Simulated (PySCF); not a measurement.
Molecule: H5ClGeSi, SMILES Cl[SiH2][GeH3]. Atoms near the plane z = 1.0 Å, at the CAM-B3LYP/def2-SVP optimised geometry (x, y, z in Å): Ge3 (-0.5, -0.4, 0.0), H6 (1.0, -0.4, 0.0), H7 (-1.0, -1.1, 1.3), H8 (-1.0, 1.1, 0.0).

Level of theory: CAM-B3LYP/def2-TZVP in PySCF. The values are rescaled to run from 0 to 1.

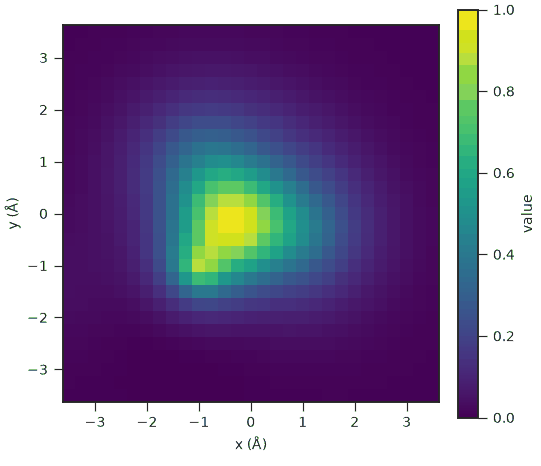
Figure. a field on the plane z = 1.0 Å.

**Question.** Which quantity is mapped?
(A) electron localisation function
(B) deformation density (molecule minus spherical neutral atoms)
(C) an orbital amplitude
(D) Laplacian of the electron density

**Answer.** C, an orbital amplitude. In full: HOMO amplitude (bohr^(-3/2)).
